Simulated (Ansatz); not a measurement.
# Na wire along [100], 4 atoms a period: bands by functional and under strain, part 2 of 3

What gap, if any, does the Na wire along [100], 4 atoms a period have, and how does it change with the functional and under strain?

Ansatz 0.2.0; DFT PBE, plane waves, PAW; relaxation of a wire's period (the session's first sound run).

So far. Step 2 (The relaxed wire): The cell's length comes to 3.674 Å with spin left out. That is -13 % against the start, more than a small adjustment.

## Step 3: Bands of the perfect wire

This step: DFT PBE, plane waves, PAW; channels and complex bands of a perfect wire (Ansatz 0.2.0).

At the relaxed period the Bloch states of the perfect wire are found at each energy: those that move forward count the open channels, and those that decay describe how a disturbance dies away inside the wire itself. An energy step of 0.035 eV is under the 0.039 eV that the program asks for its thermal average at 300 K.

input.yaml

```yaml
crystal:
  lattice:
    - [11.0, 0.0, 0.0]
    - [0.0, 11.0, 0.0]
    - [0.0, 0.0, 3.6740778022]
  atoms:
    - { symbol: Na, position: [0.306882533, 0.5, 0.0] }
    - { symbol: Na, position: [0.693117467, 0.5, 0.0] }
    - { symbol: Na, position: [0.5, 0.306882533, 0.5] }
    - { symbol: Na, position: [0.5, 0.693117467, 0.5] }
kpoints:
  mp_grid: { grid: [1, 1, 22] }
  band_path: { path: ["Γ", Z], npoints: 50 }
scf:
  occupations: { method: fermi_dirac, width: 0.05 }
hamiltonian:
  xc: pbe
output:
  transmission:
    e_range: [-2, 2]
    de: 0.035
    kmesh: [1, 1]
    reduced_basis: true
    leads: [[0, 0]]
  dos: { e_range: [-5, 4] }
  write_potential: true
  write_density: true
  volumetric_format: npy
  elf: true
```

On the command line:

```sh
ansatz run input.yaml --threads 8 --pin off --max-ram 16384MiB --backend cpu --events-out ev --progress --plain --runs-dir out
```

Numbers of over 12 decimals in the logs are rounded to 6 here.

Output:

```text
[...]
Crystal: 4 atoms, lattice volume = 444.563 Å³
Basis set: ecut = 420 eV, 8669 PW (Γ)
Bands: 22, of which v1, the nominal top of the filled ones, is band 18 counted from 1 (17 counted from 0)
Symmetry: 16 space group operations
[...]
k-points: 12 of 22
[...]
SCF iter   1: F=—  HF=-5944.390069 eV  |F-HF|=—  |Δ(HF+E_count)|=         —  Δρ=1.22e-3  dr2=3.45e-2  ethr=1.77e-3  ⟨swp⟩=7.3  Hψ=1411  notcnv=0
[...]
SCF iter   6: F=-5944.387574 eV  HF=-5944.387574 eV  |F-HF|=1.40e-8  |Δ(HF+E_count)|=   7.62e-9  Δρ=2.45e-6  dr2=1.33e-8  ethr=2.78e-10  ⟨swp⟩=4.2  Hψ=748  notcnv=0
SCF 1 converged in 6 iterations: F = -5944.387574 eV  dr2 = 1.33e-8
[...]
NSCF: frozen V_eff on 51 k-points
transmission: 5 of 30 steps passed
transmission: 10 of 30 steps passed
[...]
transmission: 30 of 30 steps passed
WARN: The output density's exchange-correlation potential varies sharply where the density is thin. Do not read a vacuum level from v_tot or v_xc, or from such a field of the output density. On a cell that repeats whose density bears no net charge and no dipole along the vacuum's axis use v_es (v_loc + v_h of the components); under efield.dipole_correction with no amplitude use v_es + v_field, which holds any externa [...]
SCF converged after 6 iterations
Free energy (F): -5944.387574 eV
[...]
Internal energy: -5944.372167 eV  (E = F + TS)
E sigma→0 (E₀):  -5944.379870 eV
Entropy (-TS):   -0.015408 eV (-3.852 meV/atom)
Fermi energy:    -1.046502 eV
[...]
--- Band table (eV; the first three rows and the last of 12) ---
  k-point 0: bands = [... 14 lower, -26.2120, -26.2056, -3.4689, -1.8330, -1.8330, -0.6544, -0.4640, -0.0018]
  k-point 1: bands = [... 14 lower, -26.2122, -26.2061, -3.4453, -1.8097, -1.8097, -0.6315, -0.4418, 0.0200]
  k-point 2: bands = [... 14 lower, -26.2129, -26.2074, -3.3746, -1.7401, -1.7401, -0.5629, -0.3753, 0.0855]
  k-point 11: bands = [... 14 lower, -26.2181, -26.2181, -0.7034, -0.7034, 0.6130, 0.6130, 1.2708, 1.2708]
--- Transmission ---
  basis      : 1057 plane waves across, 5 finite elements along
  points     : 1, standing for a mesh of 1 x 1
  filling    : by the input's occupations and mesh, since the crystals that have channels conduct as metals do. If one of these is a semiconductor, that mesh has misplaced its level
  energies   : 115 from -2.000000 to 1.990000 eV about the Fermi level, 0.035000 eV apart; the leads are filled to 0.000000 eV, and channels, transmission and decay are at -0.005000 eV
  crystal 0  : Na4, at the sites [0, 0], period 3.6741 Å: whole cells are its period
    offset         : up to 0.0000 Å between an atom of the period and one for which it stands
    filled         : 4.5 meV under the level at which it is neutral
    channels       : 3.000000e0 a spin
    conductance    : 1.9210e14 S/m² at 300 K; may be off by some 0.0 % by where its bands' edges are placed, 0.0 % from the distance to neutral
```

Run time: 59 s. Hardware: 8 threads of Arm Neoverse V1, shared host; peak memory 1.6 GiB.

In the SCF lines HF is the Harris–Foulkes energy and dr2 the Hartree energy of the density residual, in eV; the loop may stop once dr2 is under the threshold and the program's other checks hold. Hψ counts applications of the Hamiltonian.

Numbers from this step:

```
energy at zero smearing                                  : -5944.3799 eV
channels at the energy nearest the Fermi level, one spin : 3
conductance of the lead as this run defines it           : 3.000 G₀
band gap                                                 : 0 eV
```

The open channels of the lead, one spin by energy, zero at the Fermi level:

| energy (eV) | open channels of the lead, one spin |
| --- | --- |
| -2.000 | 1 |
| -1.790 | 1 |
| -1.615 | 1 |
| -1.405 | 1 |
| -1.195 | 1 |
| -0.985 | 1 |
| -0.810 | 1 |
| -0.600 | 3 |
| -0.390 | 3 |
| -0.215 | 3 |
| -0.005 | 3 |
| 0.205 | 3 |
| 0.415 | 4 |
| 0.590 | 5 |
| 0.800 | 5 |
| 1.010 | 5 |
| 1.185 | 6 |
| 1.395 | 6 |
| 1.605 | 6 |
| 1.815 | 2 |

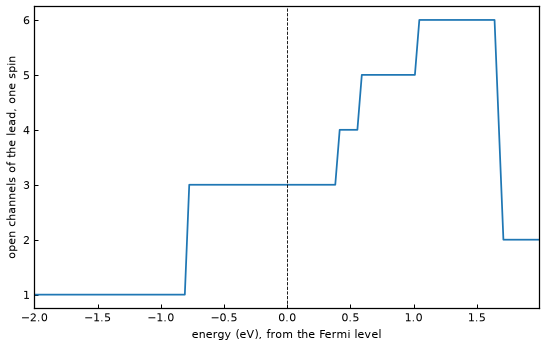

Open channels of the lead, one spin, plotted against energy.

The slowest values at each energy, most degenerate partners merged, listed up to 1.5 1/Å. The Im kz of the slowest decaying states by energy, zero at the Fermi level:

| energy (eV) | decay 1 (Å⁻¹) | decay 2 (Å⁻¹) | decay 3 (Å⁻¹) | decay 4 (Å⁻¹) |
| --- | --- | --- | --- | --- |
| -2.000 | 0.558 | 0.785 | 0.840 | 0.920 |
| -1.510 | 0.432 | 0.702 | 0.756 | 0.842 |
| -0.985 | 0.227 | 0.599 | 0.654 | 0.751 |
| -0.495 | 0.481 | 0.542 | 0.654 | 0.871 |
| -0.005 | 0.323 | 0.400 | 0.539 | 0.794 |
| 0.485 | 0.163 | 0.394 | 0.709 | 0.805 |
| 1.010 | 0.0980 | 0.605 | 0.713 | 0.799 |
| 1.500 | 0.487 | 0.615 | 0.707 | 0.780 |

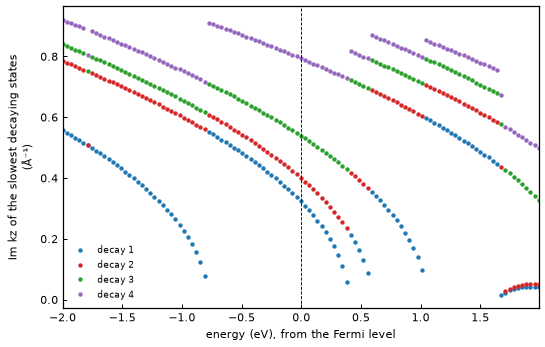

Im kz of the slowest decaying states, plotted against energy.

Electronic bands along the path, in eV, zero at the Fermi level:

| point | band 17 | band 18 | band 19 | band 20 | band 21 | band 22 |
| --- | --- | --- | --- | --- | --- | --- |
| Γ | -2.42 | -0.79 | -0.79 | 0.39 | 0.58 | 1.04 |
| Z | 0.34 | 0.34 | 1.66 | 1.66 | 2.32 | 2.32 |

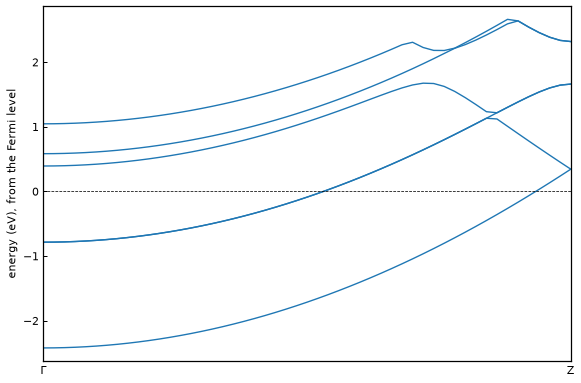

Electronic bands along the path.

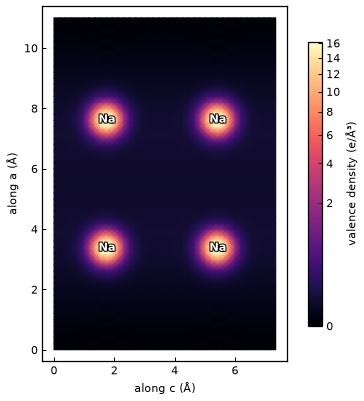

Valence density in the ca plane at fractional y = 0.500, with atoms of Na within 0.2 Å of it. It is the smooth field of the valence electrons, not physical close to the nuclei. The map starts off the cell's origin, so that atoms lie inside it. The colour scale is stretched toward low values.

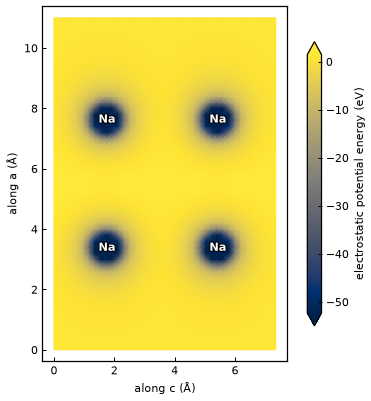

Electrostatic potential energy in the ca plane at fractional y = 0.500, with atoms of Na within 0.2 Å of it. With pseudopotentials it is smooth inside the atoms' cores, unlike the true potential. The map starts off the cell's origin, so that atoms lie inside it.

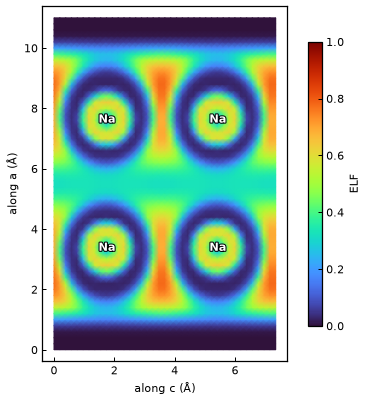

ELF in the ca plane at fractional y = 0.500, with atoms of Na within 0.2 Å of it. It is the smooth field of the valence electrons, not physical close to the nuclei. The map starts off the cell's origin, so that atoms lie inside it.

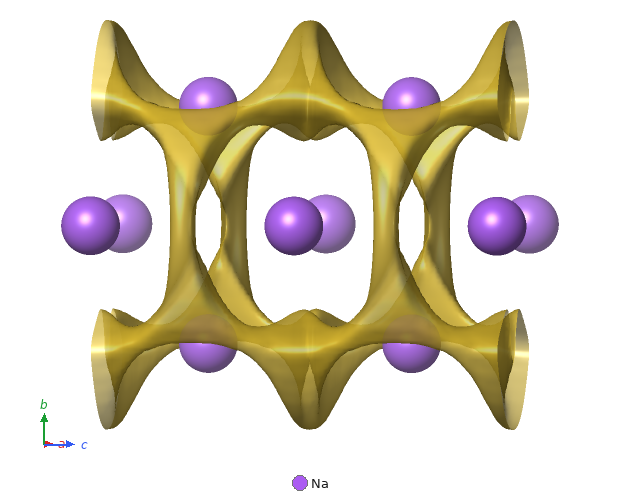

Surface of ELF = 0.74. 1×1×2 cells are drawn.

By hand: the program gives 1.9210 × 10^14 S/m² over the cell's cross-section of 121.00 Å² = 1.210 × 10^-18 m², so one cell conducts 2.324 × 10^-4 S. Divided by G0 = 2e²/h = 7.748 × 10^-5 S this is 3.00 G0, a resistance of 4.30 kΩ.

At the computed energy nearest the Fermi level there are 3 channels a spin, and the thermal average gives 3.00 G₀.

## Step 4: Another level of theory, level LDA, cutoff 420 eV

This step: DFT LDA, plane waves, PAW; bands of a perfect wire at the PBE geometry (Ansatz 0.2.0).

The atoms stay at the PBE geometry and the functional changes. At fixed atoms LDA and the gradient-corrected functionals usually give like bands; this run checks that. Against the first PBE run of this kind, the mesh along the wire has 17 points against 22.

input.yaml, the sections that differ from step 3:

```yaml
kpoints:
  mp_grid: { grid: [1, 1, 17] }
  band_path: { path: ["Γ", Z], npoints: 50 }
hamiltonian:
  xc: lda
# crystal, scf: as in step 3
# output: removed
```

Output:

```text
[...]
Crystal: 4 atoms, lattice volume = 444.563 Å³
Basis set: ecut = 420 eV, 8669 PW (Γ)
Bands: 22, of which v1, the nominal top of the filled ones, is band 18 counted from 1 (17 counted from 0)
Symmetry: 16 space group operations
[...]
k-points: 9 of 17
[...]
SCF iter   1: F=—  HF=-5865.003693 eV  |F-HF|=—  |Δ(HF+E_count)|=         —  Δρ=3.37e-3  dr2=4.88e-2  ethr=1.77e-3  ⟨swp⟩=7.1  Hψ=936  notcnv=0
[...]
SCF iter   6: F=-5864.987063 eV  HF=-5864.987063 eV  |F-HF|=2.51e-9  |Δ(HF+E_count)|=   7.50e-8  Δρ=1.29e-6  dr2=1.61e-8  ethr=2.78e-10  ⟨swp⟩=3.7  Hψ=557  notcnv=0
SCF 1 converged in 6 iterations: F = -5864.987063 eV  dr2 = 1.61e-8
[...]
SCF converged after 6 iterations
Free energy (F): -5864.987063 eV
[...]
Internal energy: -5864.972081 eV  (E = F + TS)
E sigma→0 (E₀):  -5864.979572 eV
Entropy (-TS):   -0.014982 eV (-3.745 meV/atom)
Fermi energy:    -1.157795 eV
[...]
--- Band table (eV; the first three rows and the last of 9) ---
  k-point 0: bands = [... 14 lower, -26.4151, -26.4086, -3.6091, -1.9684, -1.9684, -0.8030, -0.5845, -0.0905]
  k-point 1: bands = [... 14 lower, -26.4155, -26.4094, -3.5696, -1.9294, -1.9294, -0.7645, -0.5475, -0.0540]
  k-point 2: bands = [... 14 lower, -26.4165, -26.4116, -3.4514, -1.8127, -1.8127, -0.6495, -0.4362, 0.0555]
  k-point 8: bands = [... 14 lower, -26.4208, -26.4208, -1.1480, -0.5202, 0.3783, 0.3783, 1.2439, 1.2439]
```

It took 2.7 s on 8 threads; peak memory 0.76 GiB.

Numbers from this step:

```yaml
energy_at_zero_smearing: -5864.9796 eV
```

Electronic bands along the path, in eV, zero at the Fermi level:

| point | band 17 | band 18 | band 19 | band 20 | band 21 | band 22 |
| --- | --- | --- | --- | --- | --- | --- |
| Γ | -2.45 | -0.81 | -0.81 | 0.35 | 0.57 | 1.07 |
| Z | 0.32 | 0.32 | 1.66 | 1.66 | 2.26 | 2.26 |

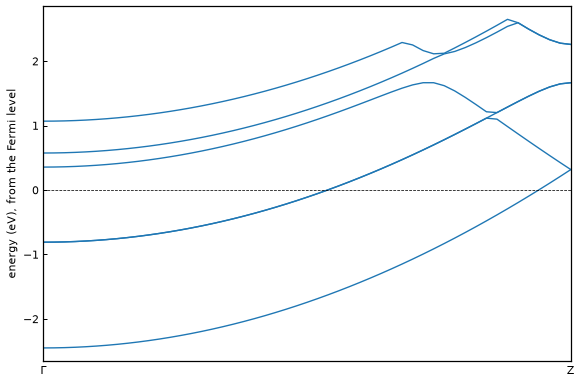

Electronic bands along the path.

Bands cross the Fermi level, as under PBE at the relaxed period.

## Step 5: Levels at the same atoms, level PBEsol, cutoff 420 eV

This step: DFT PBEsol, plane waves, PAW; bands of a perfect wire at the PBE geometry (Ansatz 0.2.0).

The atoms stay at the PBE geometry and the functional changes. At fixed atoms LDA and the gradient-corrected functionals usually give like bands; this run checks that. Against the first PBE run of this kind, the mesh along the wire has 17 points against 22.

Edit input.yaml of step 4 so:

```diff
@@ -16,2 +16,2 @@
 hamiltonian:
-  xc: lda
+  xc: pbesol
```

Output:

```text
[...]
Crystal: 4 atoms, lattice volume = 444.563 Å³
Basis set: ecut = 420 eV, 8669 PW (Γ)
Bands: 22, of which v1, the nominal top of the filled ones, is band 18 counted from 1 (17 counted from 0)
Symmetry: 16 space group operations
[...]
k-points: 9 of 17
[...]
Fermi energy:    -1.027820 eV
[...]
--- Band table (eV; the first three rows and the last of 9) ---
  k-point 0: bands = [... 14 lower, -26.1340, -26.1275, -3.4760, -1.8306, -1.8306, -0.6352, -0.4676, -0.0230]
  k-point 1: bands = [... 14 lower, -26.1343, -26.1283, -3.4365, -1.7917, -1.7917, -0.5969, -0.4305, 0.0136]
  k-point 2: bands = [... 14 lower, -26.1353, -26.1305, -3.3185, -1.6753, -1.6753, -0.4823, -0.3191, 0.1234]
  k-point 8: bands = [... 14 lower, -26.1396, -26.1396, -1.0206, -0.3970, 0.4852, 0.4852, 1.4144, 1.4144]
[key lines of the parts left out:]
SCF converged after 6 iterations
Free energy (F): -5902.078553 eV
```

Elapsed: 2.2 s, on 8 threads; peak memory 0.77 GiB; 15 s of CPU time.

Bands cross the Fermi level, as under PBE at the relaxed period.

## Step 6: Another level of theory, level r2SCAN, cutoff 500 eV

This step: DFT r2SCAN, plane waves, PAW; bands of a perfect wire at the PBE geometry (Ansatz 0.2.0).

The atoms stay at the PBE geometry and the functional changes. r2SCAN also reads the kinetic-energy density; it often gives larger moments and wider gaps than PBE, at a higher cost. Against the first PBE run of this kind, the cutoff is 500 eV against 420 and the mesh along the wire has 17 points against 22.

Edit input.yaml of step 5 so:

```diff
@@ -16,2 +16,2 @@
 hamiltonian:
-  xc: pbesol
+  xc: r2scan
```

Output:

```text
[...]
Crystal: 4 atoms, lattice volume = 444.563 Å³
Basis set: ecut = 500 eV, 11253 PW (Γ), exchange–correlation on 324×324×108 points (64 copies of the dense FFT grid, shifted against one another)
Bands: 22, of which v1, the nominal top of the filled ones, is band 18 counted from 1 (17 counted from 0)
Symmetry: 16 space group operations
[...]
k-points: 9 of 17
[...]
Fermi energy:    -1.005268 eV
[...]
--- Band table (eV; the first three rows and the last of 9) ---
  k-point 0: bands = [... 14 lower, -27.2452, -27.2387, -3.6307, -1.8546, -1.8546, -0.5142, -0.4388, -0.0212]
  k-point 1: bands = [... 14 lower, -27.2456, -27.2395, -3.5884, -1.8127, -1.8127, -0.4731, -0.3981, 0.0196]
  k-point 2: bands = [... 14 lower, -27.2467, -27.2418, -3.4619, -1.6874, -1.6874, -0.3502, -0.2758, 0.1420]
  k-point 8: bands = [... 14 lower, -27.2516, -27.2516, -1.0046, -0.3438, 0.5832, 0.5832, 1.7400, 1.7400]
[key lines of the parts left out:]
SCF converged after 6 iterations
Free energy (F): -5953.006693 eV
```

Wall time 5.2 s (8 threads); peak memory 1.5 GiB; 38 s of CPU time.

Electronic bands along the path, in eV, zero at the Fermi level:

| point | band 17 | band 18 | band 19 | band 20 | band 21 | band 22 |
| --- | --- | --- | --- | --- | --- | --- |
| Γ | -2.63 | -0.85 | -0.85 | 0.49 | 0.57 | 0.98 |
| Z | 0.32 | 0.32 | 1.69 | 1.69 | 2.63 | 2.63 |

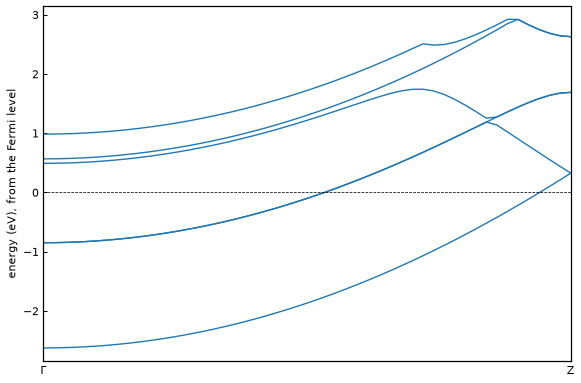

Electronic bands along the path.

Bands cross the Fermi level, as under PBE at the relaxed period.

## Step 7: Levels at the same atoms, level HSE06, cutoff 420 eV

This step: DFT HSE06, plane waves, PAW; levels of a perfect wire at the PBE geometry (Ansatz 0.2.0).

The atoms stay at the PBE geometry and the functional changes. HSE06 mixes in a quarter of short-range exact exchange, which removes part of the self-interaction that closes gaps; it is dear, so the mesh is thinner and no path is run. Against the first PBE run of this kind, the mesh along the wire has 9 points against 22.

Edit input.yaml of step 6 so:

```diff
@@ -11,4 +11,3 @@
 kpoints:
-  mp_grid: { grid: [1, 1, 17] }
-  band_path: { path: ["Γ", Z], npoints: 50 }
+  mp_grid: { grid: [1, 1, 9] }
 scf:
@@ -16,2 +15,2 @@
 hamiltonian:
-  xc: r2scan
+  xc: hse06
```

Output:

```text
exact exchange: scf.exx.singularity resolves to wigner_seitz, which cuts the screened interaction at the faces of the exchange supercell's Wigner-Seitz cell, so that each pair interacts once, at the shortest of its separations (the periodic images that this leaves out come, for a point-like exchange hole, to about 0.002 eV on a filled level). The cut falls within the interaction's reach, and what an exchange supercel [...]
[...]
Crystal: 4 atoms, lattice volume = 444.563 Å³
[...]
--- Band table (eV; the first three rows and the last of 5) ---
  k-point 0: bands = [... 14 lower, -29.1686, -29.1629, -3.8860, -1.9705, -1.9705, -0.5436]
  k-point 1: bands = [... 14 lower, -29.1697, -29.1654, -3.7170, -1.8050, -1.8050, -0.3998]
  k-point 2: bands = [... 14 lower, -29.1715, -29.1715, -3.2152, -1.3183, -1.3183, 0.0261]
  k-point 4: bands = [... 14 lower, -29.1735, -29.1735, -1.2943, 0.0357, 0.4549, 0.4549]
  guard bands above this table: 2 of the run's 22 bands. The solve was not asked for them (output.publish_guard_bands: true or output.eigenvalues: true publishes all)
[key lines of the parts left out:]
Free energy (F): -5944.869444 eV
Fermi energy:    -1.228983 eV
```

The job ended after 11 s (8 threads; peak memory 0.89 GiB; 74 s of CPU time).

[end of part 2 of 3]

[Logs are printed without paths, hosts, clocks, repeated set-up lines and the standing remarks that a program may print on its own settings, such as how far it seeks lower states.]

[Hosts, paths, dates, database ids (printed as entryN), source tags and the programs' standing remarks are cut or masked in the printed files.]
